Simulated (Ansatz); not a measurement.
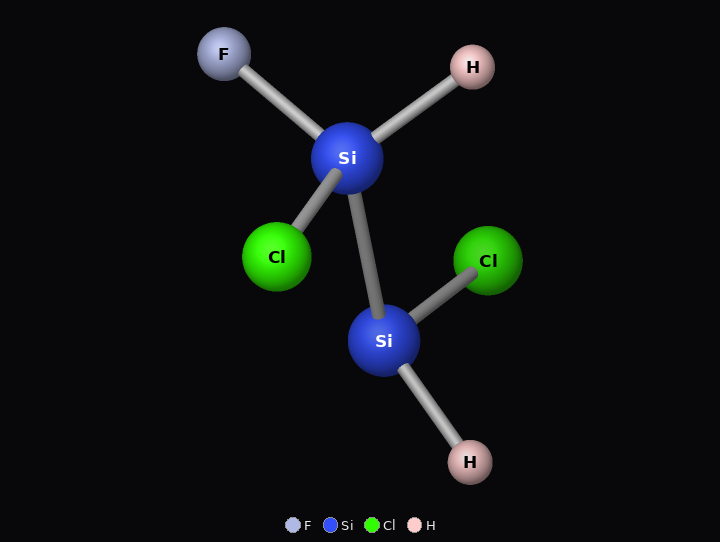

State: neutral, doublet. The geometry was computed by an optimisation with PBE0-D4/def2-TZVP.

Identify the structure.

It has 7 atoms: 2 chlorine, 1 fluorine, 2 hydrogen and 2 silicon (Cl₂FH₂Si₂). As SMILES it reads `F[Si@@H](Cl)[SiH]Cl`. It has no ring. Among its groups: Si–H bond. The point group is C1. It is an open-shell species. Coordination: 1 Si tetrahedral; 1 Si trigonal pyramidal.

The parts below concern this one geometry. Atoms keep their numbers from picture to picture.

### Vibrations

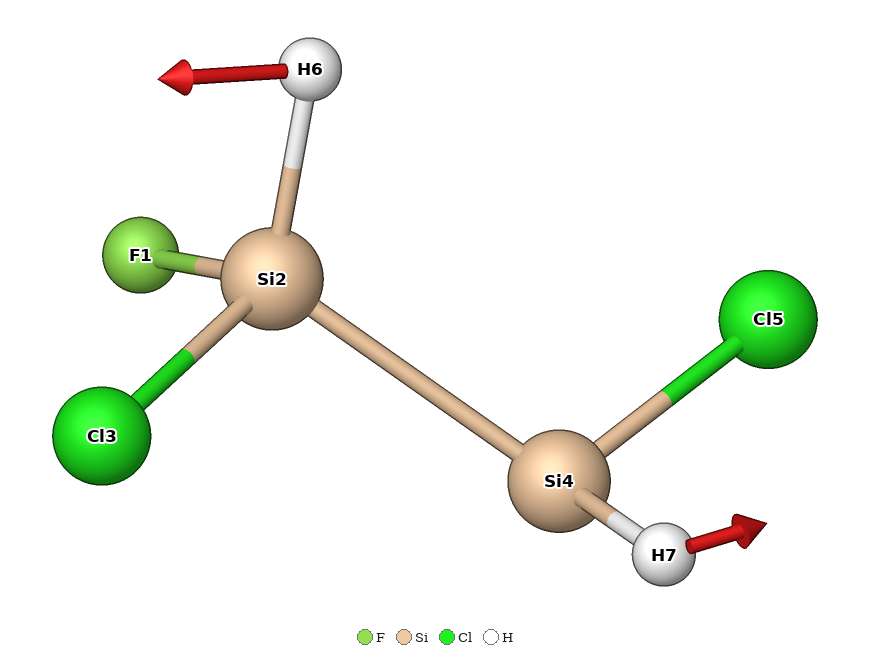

The arrows show one normal mode. Harmonic vibrations computed with UKS PBE0-D4/def2-TZVP (Ansatz 0.2.0) at a stationary point of the same level.

Question: What kind of motion is it?

Answer: Mostly angle bending.

Question: At what wavenumber does it lie?

Answer: 768 cm⁻¹; it is mode 11 of 15 counted from the lowest.

### Dipole moment

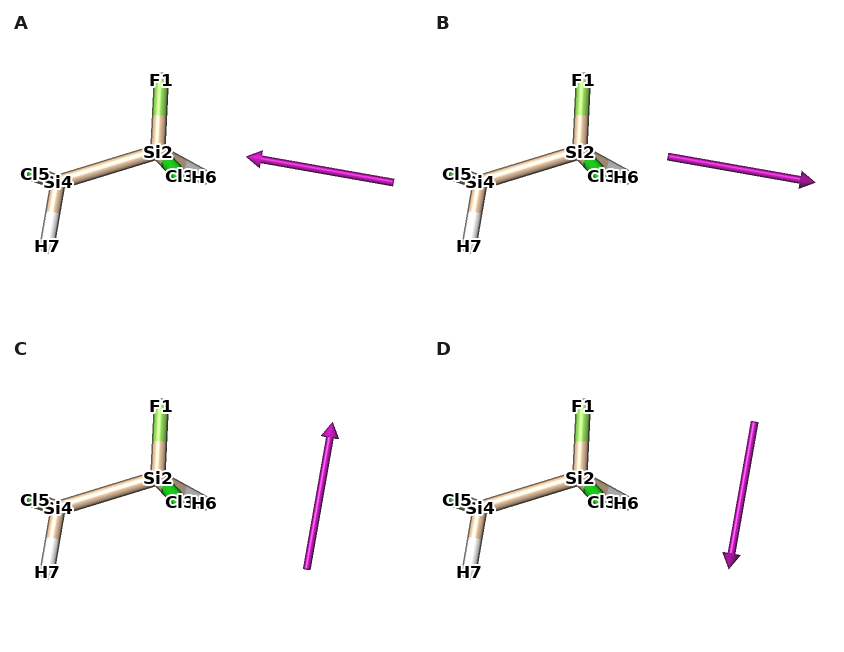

The same molecule four times, each with an arrow. Level of theory: UKS PBE0-D4/def2-TZVP (Ansatz 0.2.0).

Question: Which arrow points along the dipole moment, from the negative to the positive end?

Answer: D. The dipole moment is 1.10 D; it points from the side of F1 to the side of H7 (the outermost atoms at the two ends).

### Charges

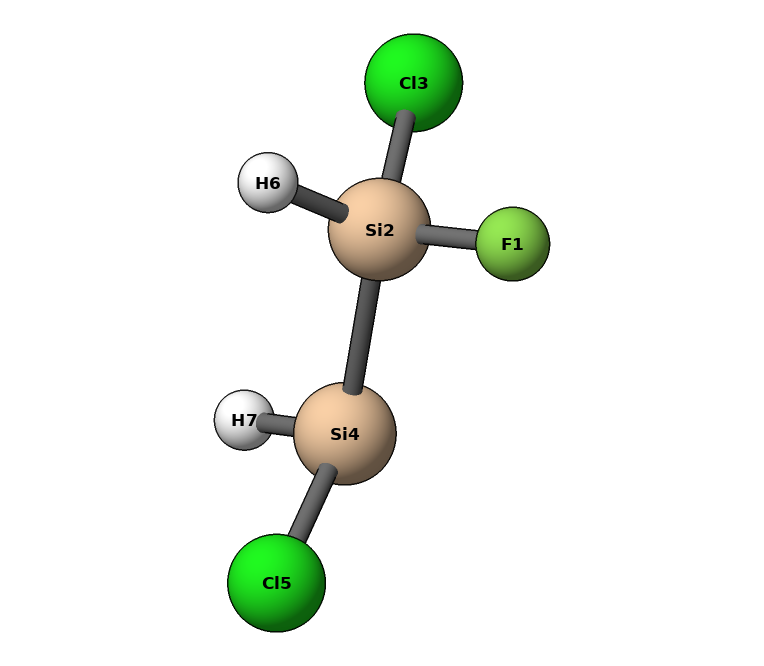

The questions are on Mulliken charges. Method: UKS PBE-D4/def2-TZVPP (Ansatz 0.2.0).

Give the Mulliken charges atom by atom.

```tsv
atom	value (e)
F1	−0.25
Si2	0.53
Cl3	−0.19
Si4	0.18
Cl5	−0.19
H6	−0.06
H7	−0.02
```

Mulliken values depend strongly on the basis set and can even reverse the polarity of a bond.
